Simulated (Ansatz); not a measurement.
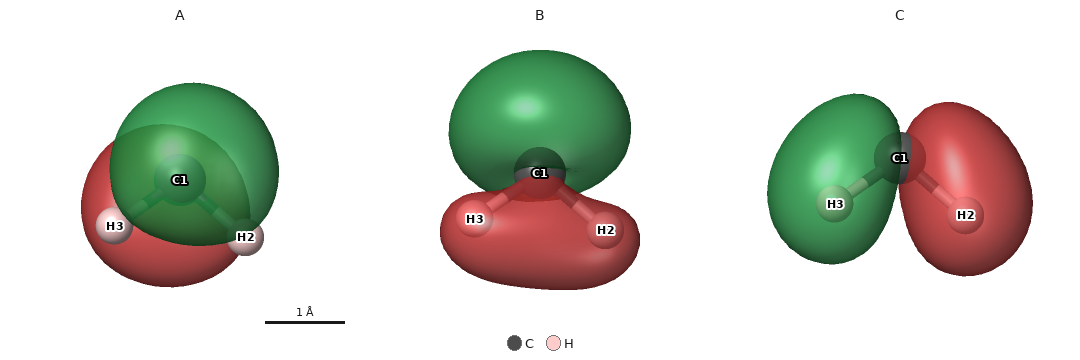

Figure 1: CH2 (SMILES [CH2] m1). Three frontier orbitals at ±0.15 Å⁻³ᐟ² (green and red are the two phases), in no order.

Geometry: PBE0-D4/def2-TZVP.

These are results of Ansatz, RKS PBE0-D4/def2-TZVPP, not measurements.

Q: Order the three orbitals by energy and name them.

A: C is the HOMO−1 (−11.50 eV). By Hirshfeld shares it lies mainly on C1 (about 55 %), H2 (about 25 %) and H3 (about 25 %); it is symmetric in the molecular plane (an in-plane orbital: σ, lone-pair or in-plane π type). B is the HOMO (−7.31 eV). By Hirshfeld shares it lies mainly on C1 (about 85 %), H2 (about 10 %) and H3 (about 10 %); it is symmetric in the molecular plane (an in-plane orbital: σ, lone-pair or in-plane π type). A is the LUMO (−3.53 eV). By Hirshfeld shares it lies mainly on C1 (about 85 %), H2 (about 10 %) and H3 (about 10 %); it changes sign across the molecular plane (π type).

Q: What is the HOMO–LUMO gap?

A: 3.78 eV between the orbital energies.
